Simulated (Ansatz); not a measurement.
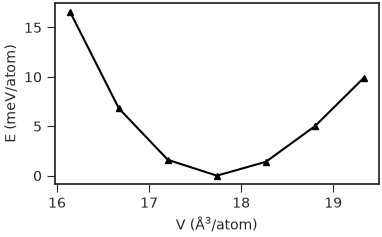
Fig. 1. Cs$_{3}$HSe$_{2}$O$_{8}$ in space group C2/m (No. 12; Pearson symbol mS28) under volume change, DFT-LDA in the program Ansatz with PAW potentials, shape and atoms relaxed at each volume.

Question: What does a third-order Birch–Murnaghan fit give for V₀, B₀ and B′?

Answer: V₀ = 17.73 Å³/atom, B₀ = 28.0 GPa, B′ = 7.9.

The first step of the workflow began from a Materials Project structure, measured or hypothetical; the Crystallography Open Database files this formula in space group No. 12, but the cells were not matched. Whether it is the stable phase at ambient conditions was not checked. The LDA relaxation kept the symmetry of its start; of distortions, only those at the zone centre were tested, and some modes there are weakly imaginary. Spin–orbit coupling is left out wherever it is not named.

Potentials: the later of the program's two PAW sets.
